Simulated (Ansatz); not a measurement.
Input file:

```
crystal:
  lattice:
    - [-1.8601090756, 1.8601090756, 3.4711216182]
    - [1.8601090756, -1.8601090756, 3.4711216182]
    - [1.8601090756, 1.8601090756, -3.4711216182]
  atoms:
    - { symbol: Ir, position: [0.2028171358, 0.2028171358, 0.0] }
    - { symbol: Ir, position: [0.7971828642, 0.7971828642, 0.0] }
    - { symbol: C, position: [0.5, 0.0, 0.5] }
    - { symbol: C, position: [0.0, 0.5, 0.5] }
    - { symbol: C, position: [0.5, 0.5, 0.0] }
basis:
  ecutwfc: 420
kpoints:
  mp_grid: { grid: [14, 14, 14] }
hamiltonian:
  xc: pbe
scf:
  occupations: { method: gaussian, width: 0.1 }
output:
  forces: true
  stress: true
  eigenvalues: true
  write_density: true
  write_potential: true
  elf: true
  volumetric_format: npy
relax:
  adjacent_minimum: "off"
  f_tol: 0.01
  max_steps: 80
  cell: { stress_tol: 0.05 }
```

Run with:

```sh
ansatz run input.yaml --threads 1 --pin off --max-ram 2560MiB --backend cpu --events-out ev --progress --plain --runs-dir out
```

Below, planes, directions and counts refer to the conventional cell (a = 3.72 Å, b = 3.72 Å, c = 6.96 Å, α = 90.00°, β = 90.00°, γ = 90.00°).

The fields are those of the relaxed geometry.

Space group I4/mmm; a structure generated by program, which may or may not match a known phase; computed without spin polarisation.

These are results of DFT PBE, scalar-relativistic, plane waves, PAW (Ansatz 0.2.0), not measurements.

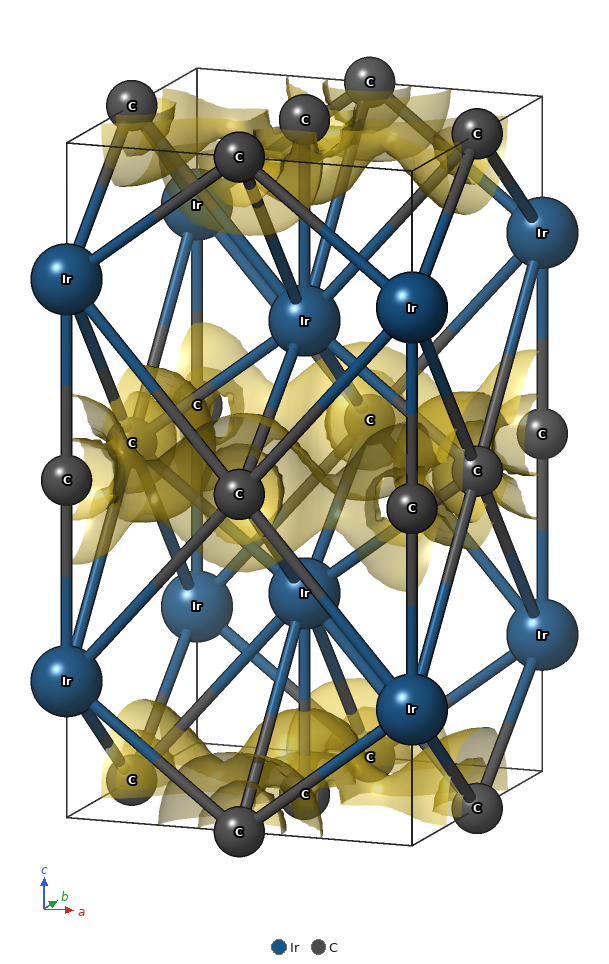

Ir2C3. Isosurface of the ELF at 0.65 (yellow), seen slightly off an axis. Core shells and regions of very low density are left out. Sticks mark near contacts.

Core electrons are frozen (PAW), and the valence fields are smoothed inside the atomic spheres.

Question: Describe the localisation domains.

Answer: At this value the surface marks out sheets that run through the cell in two directions, counted in one cell of 10 atoms. Any copies at cell faces, edges or corners count once.

Values along the shortest contacts:
Ir–C (2.07 Å): the ELF peaks at about 0.85 in the valence shell of C, 0.6 Å from its nucleus, and is about 0.40 at the midpoint. Ir–C (2.33 Å): the ELF peaks at about 0.80 in the valence shell of C, 0.7 Å from its nucleus, and drops to about 0.35 between the two atoms.
